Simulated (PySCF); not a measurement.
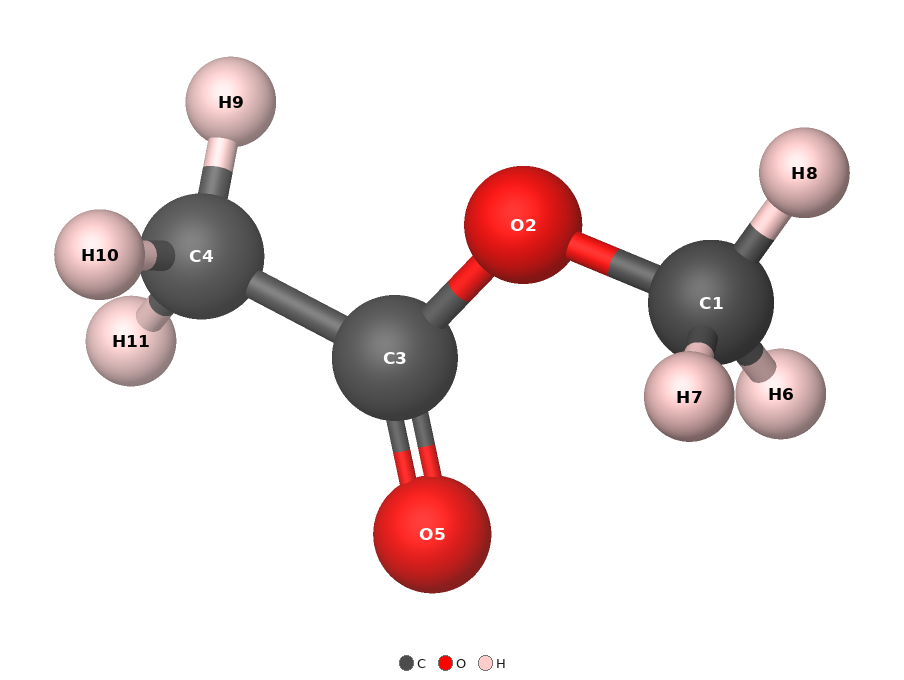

The computed structure is the end point of a GFN2-xTB optimisation. No frequency run is at hand to confirm it as a minimum.

Which atoms are bonded, and how long are the bonds?

```json
{"bond": "C1–O2", "length (Å)": "1.421", "order": "single"}
{"bond": "C1–H6", "length (Å)": "1.092", "order": "single"}
{"bond": "C1–H7", "length (Å)": "1.092", "order": "single"}
{"bond": "C1–H8", "length (Å)": "1.087", "order": "single"}
{"bond": "O2–C3", "length (Å)": "1.340", "order": "single"}
{"bond": "C3–C4", "length (Å)": "1.505", "order": "single"}
{"bond": "C3–O5", "length (Å)": "1.201", "order": "double"}
{"bond": "C4–H9", "length (Å)": "1.085", "order": "single"}
{"bond": "C4–H10", "length (Å)": "1.088", "order": "single"}
{"bond": "C4–H11", "length (Å)": "1.086", "order": "single"}
```
